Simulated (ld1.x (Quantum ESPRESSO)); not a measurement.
**Pseudopotential generation for ruthenium: TM, PBE**

Task: generate the file, and judge it by its errors in other configurations, its logarithmic derivatives, its ghosts and its cutoff.

Method: ld1.x (Quantum ESPRESSO) 7.5, PBE, scalar-relativistic.

### 1 The atom and the settings

The settings as typed:

| Quantity | Value |
| --- | --- |
| element | ruthenium (Ru, Z = 44) |
| type | norm-conserving Troullier–Martins (Kleinman–Bylander form) |
| frozen core | [Kr] |
| valence charge | 8 |
| reference configuration | 4d7 5s1 5p0 |
| partial waves | 5s (bound): rc 2.05 bohr; 5p (bound, empty): rc 4.10 bohr; 4d (bound): rc 2.00 bohr; 4f channel at -0.15 Ry: rc 4.40 bohr |
| local potential | all-electron potential smoothed inside 2.15 bohr (lloc = -1) |
| core correction | not asked for |

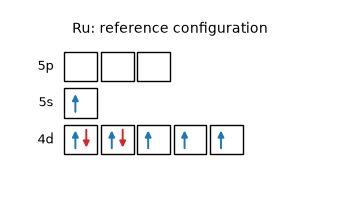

The outer shells as boxes. The arrows follow Hund's rule for the drawing; the calculation itself is spin-unpolarised.

The nodes and maxima of the atom's own shells, from an earlier all-electron run, set the scale for the radii.

All-electron outer shells of the reference configuration (PBE, scalar-relativistic, ld1.x):

```csv
shell,level (eV),outermost node (bohr),outermost maximum (bohr)
4s,-76.37,0.48,0.92
4p,-46.42,0.49,0.98
4d,-5.20,0.48,1.21
5s,-4.24,1.24,2.73
5p,-0.91,1.41,3.97
```

### 2 Generating the potential

The input, Ru.in:

```
 &input
   title='Ru', zed=44., rel=1, dft='PBE', iswitch=3,
   config='[Kr] 4d7 4f-2 5s1 5p0',
   nld=4, rlderiv=4.75, eminld=-2.0, emaxld=5.0, deld=0.02
 /
 &inputp
   pseudotype=2, tm=.true., lloc=-1, rcloc=2.15,
   nlcc=.false.,
   file_pseudopw='Ru.UPF', file_wfcaegen='ae.wfc', file_wfcncgen='nc.wfc', file_beta='beta', file_chi='chi'
 /
4
5S  1  0   1.00   0.00  2.05  2.05  0.0
5P  2  1   0.00   0.00  4.10  4.10  0.0
4D  3  2   7.00   0.00  2.00  2.00  0.0
4F  4  3  -2.00  -0.15  4.40  4.40  0.0
 &test
   configts(1)='4d7 5s1 5p0'
 /
```

Launch:

```sh
$ ld1.x < Ru.in > Ru.out
```

What the program wrote to Ru.out (without the banner and most projector matrices):

```text
     Program LD1 v.7.5
     --------------------------- All-electron run ----------------------------

     Ru
     scalar relativistic calculation

     atomic number is 44.00
     dft =PBE   lsd =0 sic =0 latt =0  beta=0.20 tr2=1.0E-14
     Exchange-correlation= PBE
                           (   1   4   3   4   0   0   0)
     mesh =1233 r(mesh) = 101.06970 a.u. xmin = -7.00 dx = 0.01250
     1 Ry =  13.60569312 eV, c = 137.03599908

     n l     nl                  e(Ry)          e(Ha)          e(eV)
     1 0     1S 1( 2.00)     -1612.3846      -806.1923    -21937.6096
     2 0     2S 1( 2.00)      -231.8268      -115.9134     -3154.1644
     2 1     2P 1( 6.00)      -207.6229      -103.8115     -2824.8535
     3 0     3S 1( 2.00)       -40.8245       -20.4122      -555.4456
     3 1     3P 1( 6.00)       -32.8704       -16.4352      -447.2241
     4 0     4S 1( 2.00)        -5.6131        -2.8066       -76.3706
     4 1     4P 1( 6.00)        -3.4115        -1.7057       -46.4157
     3 2     3D 1(10.00)       -20.0737       -10.0369      -273.1169
     4 2     4D 1( 7.00)        -0.3823        -0.1912        -5.2021
     5 0     5S 1( 1.00)        -0.3116        -0.1558        -4.2393
     5 1     5P 1( 0.00)        -0.0671        -0.0335        -0.9124

     final scf error:  6.1E-15 reached in  31 iterations

     Etot =   -9061.510603 Ry,   -4530.755302 Ha, -123288.132501 eV

     Ekin =    9370.519994 Ry,    4685.259997 Ha,  127492.419439 eV
     Encl =  -21859.366718 Ry,  -10929.683359 Ha, -297411.835423 eV
     Eh   =    3694.086781 Ry,    1847.043390 Ha,   50260.611109 eV
     Exc  =    -266.750660 Ry,    -133.375330 Ha,   -3629.327625 eV

     normalization and overlap integrals

     s(1S/1S) =  1.000000  <r> =   0.0334  <r2> =    0.0015  r(max) =   0.0216
     s(2S/2S) =  1.000000  <r> =   0.1457  <r2> =    0.0250  r(max) =   0.1229
     s(2P/2P) =  1.000000  <r> =   0.1270  <r2> =    0.0197  r(max) =   0.0981
     s(3S/3S) =  1.000000  <r> =   0.4027  <r2> =    0.1856  r(max) =   0.3600
     s(3P/3P) =  1.000000  <r> =   0.4030  <r2> =    0.1888  r(max) =   0.3555
     s(4S/4S) =  1.000000  <r> =   1.0189  <r2> =    1.1771  r(max) =   0.9193
     s(4P/4P) =  1.000000  <r> =   1.1285  <r2> =    1.4617  r(max) =   0.9785
     s(3D/3D) =  1.000000  <r> =   0.3841  <r2> =    0.1767  r(max) =   0.3022
     s(4D/4D) =  1.000000  <r> =   1.7020  <r2> =    3.6414  r(max) =   1.2102
     s(5S/5S) =  1.000000  <r> =   3.3894  <r2> =   13.3290  r(max) =   2.7273
     s(5P/5P) =  1.000000  <r> =   5.3169  <r2> =   33.9885  r(max) =   3.9682

     ------------------------ End of All-electron run ------------------------

     --------------------- Generating NC pseudopotential ---------------------

      Generating local potential from pseudized AE potential:
      Matching radius rcloc =   2.1500

      Local pseudo, rcloc= 2.151 Estimated cut-off energy=     5.43 Ry

      Wfc   5S  rcut= 2.046  Using Troullier-Martins method

      Wfc   5P  rcut= 4.120  Using Troullier-Martins method

      Wfc   4D  rcut= 1.995  Using Troullier-Martins method

      Wfc   4F  rcut= 4.441  Using Troullier-Martins method

     ------------------- End of pseudopotential generation -------------------

     [... the all-electron block is printed once more ...]


     Computing logarithmic derivative in   4.75682
     Computing logarithmic derivative in   4.75682
     Computing the partial wave expansion
     R is outside the sphere for l=    0 j= 0.00
     R is outside the sphere for l=    1 j= 0.00
     R is outside the sphere for l=    2 j= 0.00
     R is outside the sphere for l=    3 j= 0.00

     ---------------------- Testing the pseudopotential ----------------------

     Ru
     scalar relativistic calculation

     atomic number is 44.00   valence charge is  8.00
     dft =PBE   lsd =0 sic =0 latt =0  beta=0.20 tr2=1.0E-14
     mesh =1233 r(mesh) = 101.06970 xmin = -7.00 dx = 0.01250

     n l     nl             e AE (Ry)        e PS (Ry)    De AE-PS (Ry)
     3 2     4D   1( 7.00)       -0.38235       -0.38235        0.00000
     1 0     5S   1( 1.00)       -0.31159       -0.31158       -0.00000
     2 1     5P   1( 0.00)       -0.06706       -0.06706       -0.00000

     eps = 4.6E-15  iter =  8

     Etot =   -9061.510603 Ry,   -4530.755302 Ha, -123288.132501 eV
     Etotps =   -32.269596 Ry,     -16.134798 Ha,    -439.050226 eV

     Ekin =      32.954175 Ry,      16.477088 Ha,     448.364396 eV
     Encl =     -78.992322 Ry,     -39.496161 Ha,   -1074.745295 eV
     Ehrt =      31.142679 Ry,      15.571340 Ha,     423.717736 eV
     Ecxc =      -6.316554 Ry,      -3.158277 Ha,     -85.941098 eV
     Epseu=     -11.057574 Ry,      -5.528787 Ha,    -150.445965 eV

     ---------------------- End of pseudopotential test ----------------------
```

Run time: 1.6 s. Hardware: 1 thread of Neoverse-V1, shared host. This counts the later configuration tests of the new file too.

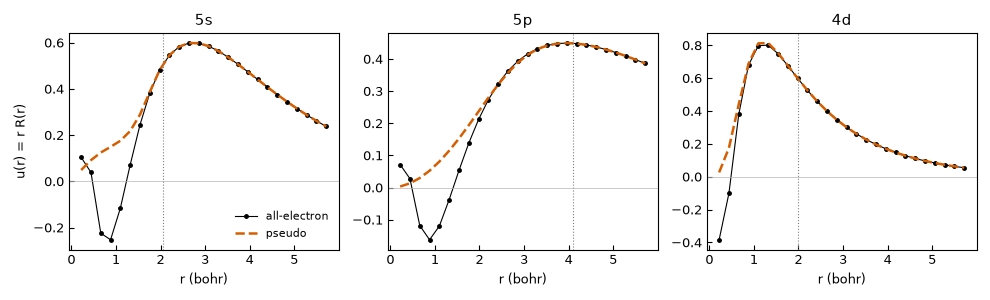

Bound waves of the atom and their pseudo partners (5s, 5p, 4d), with the matching radii dotted. The curves join 26 sampled radii, too few to resolve the innermost nodes.

### 3 Transferability test

The input, Ru.test.in:

```
 &input
   title='Ru', zed=44., rel=1, dft='PBE', iswitch=2,
   config='[Kr] 4d7 4f-2 5s1 5p0'
 /
 &test
   file_pseudo='Ru.UPF', nconf=8,
   configts(1)='4d7 5s1 5p0',
   configts(2)='4d7 5s0 5p0',
   configts(3)='4d6 5s0 5p0',
   configts(4)='4d5 5s0 5p0',
   configts(5)='4d4 5s0 5p0',
   configts(6)='4d7 5s0.5 5p0',
   configts(7)='4d7 5s0 5p1',
   configts(8)='4d8 5s0 5p0'
 /
```

Launch:

```sh
$ ld1.x < Ru.test.in > Ru.test.out
```

Ru.test.out, the pseudopotential blocks, each with the warnings that came before it:

```text
     ---------------------- Testing the pseudopotential ----------------------

     Ru
     scalar relativistic calculation

     atomic number is 44.00   valence charge is  8.00
     dft =PBE   lsd =0 sic =0 latt =0  beta=0.20 tr2=1.0E-14
     mesh =1233 r(mesh) = 101.06970 xmin = -7.00 dx = 0.01250

     n l     nl             e AE (Ry)        e PS (Ry)    De AE-PS (Ry)
     3 2     4D   1( 7.00)       -0.38235       -0.38235        0.00000
     1 0     5S   1( 1.00)       -0.31159       -0.31158       -0.00000
     2 1     5P   1( 0.00)       -0.06706       -0.06706        0.00000

     eps = 7.7E-15  iter = 12

     Etot =   -9061.510603 Ry,   -4530.755302 Ha, -123288.132501 eV
     Etotps =   -32.269597 Ry,     -16.134799 Ha,    -439.050239 eV

     Ekin =      32.954174 Ry,      16.477087 Ha,     448.364381 eV
     Encl =     -78.992322 Ry,     -39.496161 Ha,   -1074.745297 eV
     Ehrt =      31.142679 Ry,      15.571340 Ha,     423.717738 eV
     Ecxc =      -6.316554 Ry,      -3.158277 Ha,     -85.941098 eV
     Epseu=     -11.057574 Ry,      -5.528787 Ha,    -150.445964 eV

     ---------------------- End of pseudopotential test ----------------------

     ---------------------- Testing the pseudopotential ----------------------

     Ru
     [...]
     n l     nl             e AE (Ry)        e PS (Ry)    De AE-PS (Ry)
     3 2     4D   1( 7.00)       -0.92189       -0.91830       -0.00359
     1 0     5S   1( 0.00)       -0.77142       -0.76780       -0.00361
     2 1     5P   1( 0.00)       -0.44984       -0.44929       -0.00056

     eps = 5.3E-15  iter = 10

     Etot =   -9060.974636 Ry,   -4530.487318 Ha, -123280.840289 eV
     Etotps =   -31.734711 Ry,     -15.867356 Ha,    -431.772741 eV
     dEtot_ae =       0.535968 Ry
     dEtot_ps =       0.534886 Ry,   Delta E=       0.001081 Ry

     [...]
     ---------------------- End of pseudopotential test ----------------------

     Warning: n=1, l=0 expected 0 nodes, found 1
     ---------------------- Testing the pseudopotential ----------------------

     Ru
     [...]
     n l     nl             e AE (Ry)        e PS (Ry)    De AE-PS (Ry)
     3 2     4D   1( 6.00)       -1.77401       -1.77559        0.00158
     1 0     5S   1( 0.00)       -1.40128       -1.44406        0.04278  !
     2 1     5P   1( 0.00)       -0.98924       -0.99847        0.00923  !

     eps = 5.4E-15  iter =  9

     Etot =   -9059.637961 Ry,   -4529.818980 Ha, -123262.653900 eV
     Etotps =   -30.399716 Ry,     -15.199858 Ha,    -413.609208 eV
     dEtot_ae =       1.872643 Ry
     dEtot_ps =       1.869881 Ry,   Delta E=       0.002761 Ry

     [...]
     ---------------------- End of pseudopotential test ----------------------

     Warning: n=2, l=1 expected 0 nodes, found 1
     ---------------------- Testing the pseudopotential ----------------------

     Ru
     [...]
     n l     nl             e AE (Ry)        e PS (Ry)    De AE-PS (Ry)
     3 2     4D   1( 5.00)       -2.74533       -2.76001        0.01468  !
     1 0     5S   1( 0.00)       -2.11289       -2.11289        0.00000
     2 1     5P   1( 0.00)       -1.61922       -1.70917        0.08995  !

     eps = 1.4E-15  iter =  9

     Etot =   -9057.387242 Ry,   -4528.693621 Ha, -123232.031306 eV
     Etotps =   -28.141264 Ry,     -14.070632 Ha,    -382.881396 eV
     dEtot_ae =       4.123362 Ry
     dEtot_ps =       4.128334 Ry,   Delta E=      -0.004972 Ry

     [...]
     ---------------------- End of pseudopotential test ----------------------

     ---------------------- Testing the pseudopotential ----------------------

     Ru
     [...]
     n l     nl             e AE (Ry)        e PS (Ry)    De AE-PS (Ry)
     3 2     4D   1( 4.00)       -3.81315       -3.84449        0.03134  !
     1 0     5S   1( 0.00)       -2.89250       -2.89250        0.00000
     2 1     5P   1( 0.00)       -2.32348       -2.66881        0.34533  !

     eps = 1.8E-15  iter =  9

     Etot =   -9054.115645 Ry,   -4527.057823 Ha, -123187.518967 eV
     Etotps =   -24.846358 Ry,     -12.423179 Ha,    -338.051918 eV
     dEtot_ae =       7.394958 Ry
     dEtot_ps =       7.423240 Ry,   Delta E=      -0.028281 Ry

     [...]
     ---------------------- End of pseudopotential test ----------------------

     ---------------------- Testing the pseudopotential ----------------------

     Ru
     [...]
     n l     nl             e AE (Ry)        e PS (Ry)    De AE-PS (Ry)
     3 2     4D   1( 7.00)       -0.64088       -0.64008       -0.00081
     1 0     5S   1( 0.50)       -0.53337       -0.53249       -0.00088
     2 1     5P   1( 0.00)       -0.24815       -0.24813       -0.00002

     eps = 4.7E-15  iter = 22

     Etot =   -9061.300168 Ry,   -4530.650084 Ha, -123285.269375 eV
     Etotps =   -32.059280 Ry,     -16.029640 Ha,    -436.188725 eV
     dEtot_ae =       0.210436 Ry
     dEtot_ps =       0.210317 Ry,   Delta E=       0.000119 Ry

     [...]
     ---------------------- End of pseudopotential test ----------------------

     ---------------------- Testing the pseudopotential ----------------------

     Ru
     [...]
     n l     nl             e AE (Ry)        e PS (Ry)    De AE-PS (Ry)
     3 2     4D   1( 7.00)       -0.49723       -0.49556       -0.00167
     1 0     5S   1( 0.00)       -0.39102       -0.38925       -0.00178
     2 1     5P   1( 1.00)       -0.12647       -0.12623       -0.00024

     eps = 2.5E-15  iter = 10

     Etot =   -9061.256214 Ry,   -4530.628107 Ha, -123284.671360 eV
     Etotps =   -32.015816 Ry,     -16.007908 Ha,    -435.597369 eV
     dEtot_ae =       0.254389 Ry
     dEtot_ps =       0.253781 Ry,   Delta E=       0.000608 Ry

     [...]
     ---------------------- End of pseudopotential test ----------------------

     ---------------------- Testing the pseudopotential ----------------------

     Ru
     [...]
     n l     nl             e AE (Ry)        e PS (Ry)    De AE-PS (Ry)
     3 2     4D   1( 8.00)       -0.23162       -0.22987       -0.00176
     1 0     5S   1( 0.00)       -0.24960       -0.24883       -0.00076
     2 1     5P   1( 0.00)       -0.03818       -0.03938        0.00120

     eps = 8.6E-16  iter =  9

     Etot =   -9061.535057 Ry,   -4530.767529 Ha, -123288.465213 eV
     Etotps =   -32.292046 Ry,     -16.146023 Ha,    -439.355666 eV
     dEtot_ae =      -0.024454 Ry
     dEtot_ps =      -0.022448 Ry,   Delta E=      -0.002005 Ry

     [...]
     ---------------------- End of pseudopotential test ----------------------
```

The tests as a table, with energies relative to 4d7 5s1 5p0. A star marks tests that logged a warning.

```csv
valence configuration,charge,ΔE all-electron (eV),error AE − PS (meV)
4d7 5s0 5p0,+1,7.292,+15
4d6 5s0 5p0 *,+2,25.479,+38
4d5 5s0 5p0 *,+3,56.101,-68
4d4 5s0 5p0,+4,100.614,-385
4d7 5s0.5 5p0,+0.5,2.863,+1.6
4d7 5s0 5p1,0,3.461,+8.3
4d8 5s0 5p0,0,-0.333,-27
```

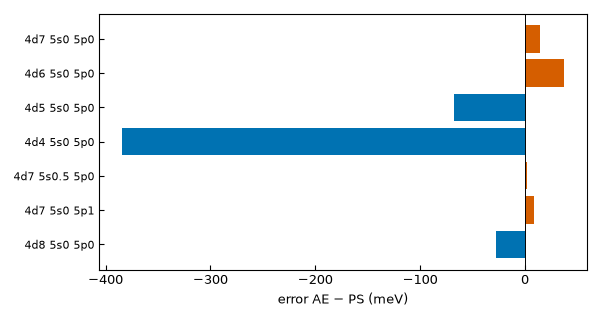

Error of the potential in each test configuration.

### 4 Scattering by logarithmic derivatives

Taken from the files of the generation run. The phase is arctan(r·u′/u) with u = r·R, unwrapped, with energies in Ry. A pole is an energy at which the radial function vanishes at the test radius. The pseudo phase is shifted by a multiple of π to meet the all-electron one at the reference energy. Levels narrower than the energy grid can be missing from the poles. The last column is the largest difference on the grid between −1 and +1 Ry.

| channel | radius (bohr) | reference (Ry) | poles AE | poles PS | energies with phases within 0.05 rad (Ry) | largest difference near zero (rad) |
| --- | --- | --- | --- | --- | --- | --- |
| s | 4.76 | -0.31 | -0.13, 1.97 | -0.71, -0.13, 2.04 | -0.7 to 0.6 | 3.135 |
| p | 4.76 | -0.07 | 0.34, 2.56 | 0.33, 1.30, 3.08 | below 0.7 | 0.261 |
| d | 4.76 | -0.38 | -0.36, 1.23, 3.71 | -0.36, 1.24, 3.80 | below 2.1 | 0.013 |
| f | 4.76 | -0.15 | 1.40, 3.05 | 1.46, 3.16 | below 1.7 | 0.024 |

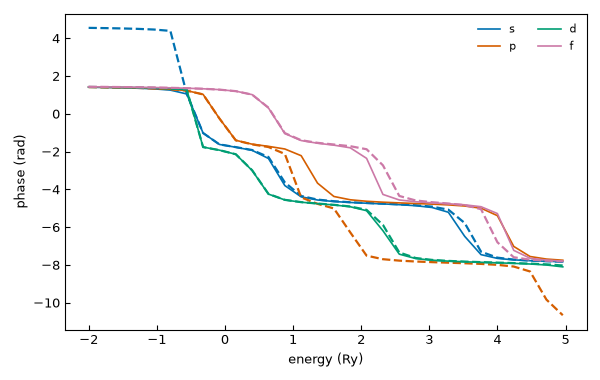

All-electron (solid) and pseudo (dashed) phases against energy.

### 5 Plane-wave convergence, by spherical Bessel functions

This step uses the generator's waves and projectors in a separate script. Basis: spherical Bessel functions vanishing at 20 bohr, q² up to the cutoff; potential fixed at the reference.

All-electron valence levels (Ry): 5s -0.3116, 5p -0.0671, 4d -0.3824. The lowest levels of each channel (Ry) by cutoff; the last column sums, over occupied levels, occupation times the distance from the level at 400 Ry. A positive value is a state of the box, at any cutoff.

```
cutoff (Ry)     s #1     s #2     p #1     d #1    f #1  Σ f·Δε (mRy)
          8  -0.3180   0.0081  -0.0670   0.0440  0.1082        2990.9
         12  -0.4049  -0.2812  -0.0670   0.0059  0.1082        2748.0
         18  -0.6906  -0.3099  -0.0670  -0.1576  0.1082        1574.9
         25  -0.7123  -0.3101  -0.0670  -0.2864  0.1082         672.9
         35  -0.7137  -0.3112  -0.0670  -0.3701  0.1082          86.1
         45  -0.7140  -0.3113  -0.0670  -0.3815  0.1082           6.1
         55  -0.7149  -0.3115  -0.0670  -0.3823  0.1082           0.7
         70  -0.7152  -0.3115  -0.0670  -0.3823  0.1082           0.5
        400  -0.7155  -0.3116  -0.0670  -0.3824  0.1082           0.0
```

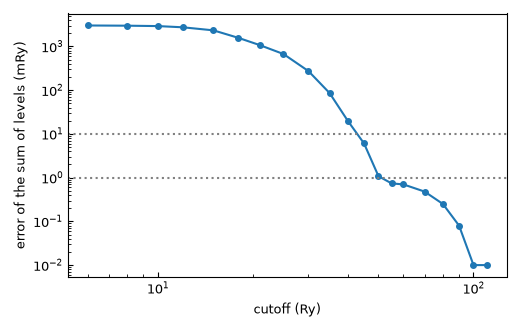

Occupation-weighted error of the valence levels against the cutoff; the dotted lines mark 10 and 1 mRy.

The sum stays within 10 mRy from 45 Ry and within 1 mRy from 55 Ry. The sum leaves out empty levels, which can need more. Ghost test: ghost state, bound below the all-electron valence or empty levels of the same l: s at -9.7 eV.

### 6 What came out

```
                                                quantity                      value
               cutoffs for 10 and 1 mRy, occupied levels            45 Ry and 55 Ry
                                            bound ghosts              s at -9.73 eV
                            largest test error (AE − PS)  -385 meV, for 4d4 5s0 5p0
largest phase difference near zero energy, channels read                  3.135 rad
```

What this shows: A bound ghost (s) makes it unfit for use: electrons would fall into a state below the valence levels of that channel. The worst test, 4d4 5s0 5p0, is off by 385 meV on 100.6 eV; by total energies transferability rates as poor. It counts as of middling hardness, with 45 Ry needed at the looser tolerance. The slowest level is 4d: taken alone it needs 45 Ry to come within 1 mRy, against 30 Ry for 5s. Near zero energy the largest phase difference is 3.14 rad, in the s channel. The pseudo curves have a pole that the atom lacks: p at 1.30 Ry. At positive energy this is a spurious resonance, even with no bound ghost. All of this concerns the isolated atom, not yet a solid.
